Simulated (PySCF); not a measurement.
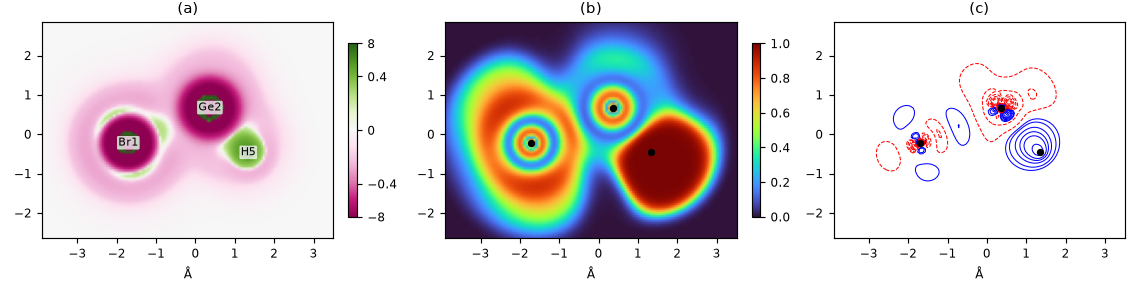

*BrGeH3, SMILES `Br[GeH3]`. Three fields in the plane of Br1, Ge2 and H5. (a): green positive, pink negative. (c): solid blue lines positive, dashed red lines negative.*

Level of theory: B3LYP/def2-SVPD (PySCF), at a geometry from GFN2-xTB. No frequency check shows the geometry to be a minimum. GFN2-xTB bond lengths at metals and heavier atoms can be off by up to 0.1 Å and shapes distorted, which carries into these values.

Geometry (Å), atoms numbered from 1:

```
Br1      1.1481    0.0000    0.0000
Ge2     -1.1100    0.0000    0.0000
H3      -1.5549   -1.3802   -0.3782
H4      -1.5549    0.3625    1.3844
H5      -1.5549    1.0176   -1.0062
```

### The panels show, in some order, the negative Laplacian of the density (−∇²ρ), electron localisation function (ELF) and deformation density. Which is which?

(a) is the negative Laplacian of the density (−∇²ρ): shells alternate in sign around each nucleus and valence concentrations outline the bonding and non-bonding pairs. (b) is the electron localisation function (ELF): it runs from 0 to 1 and is close to 1 over wide basins that fill the valence regions. (c) is the deformation density: it has both signs, with gains where valence electrons gather and losses around them.
